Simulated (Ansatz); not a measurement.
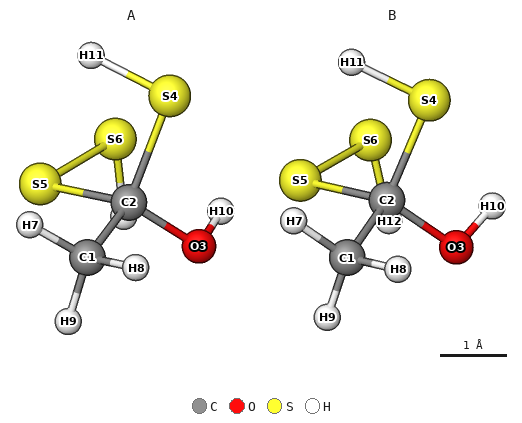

Two geometries of C2H6OS3, drawn at one scale. One is the start of a relaxation, the other its converged end. The picture is a ball-and-stick view, seen from a free direction.

All numbers below come from RKS PBE0-D4/def2-SVP in Ansatz 0.2.0. (no spin polarisation; force threshold 0.02 eV/Å; at most 50 steps)

**Which geometry has the lower energy?**

Structure A is the relaxed one. The run prepares an end point of a later path (hydrogen shift) calculation, from a guessed geometry. The atom that moves furthest after the best rigid fit is H10 (0.25 Å). By element the largest moves are H 0.25 Å, S 0.17 Å, O 0.09 Å, C 0.08 Å. Some distances before and after: C2–S4 1.755 → 1.852 Å, C1–H9 1.026 → 1.100 Å, C1–C2 1.565 → 1.512 Å, C1–H8 1.068 → 1.099 Å. Bond angles that change, for instance: C2–S5–S6 103.3° → 99.6°, H7–C1–H9 112.4° → 109.5°, C1–C2–S5 108.3° → 105.7°. Groups turn about C2–O3 by about 20°. After 7 geometry steps the energy has fallen by 34.8 kJ/mol. Largest force component: 2.7 eV/Å at the start, 0.01 eV/Å at the end. The run took 41 s on 2 threads of Arm Neoverse V1, with other jobs on the host, peak memory 0.34 GiB.
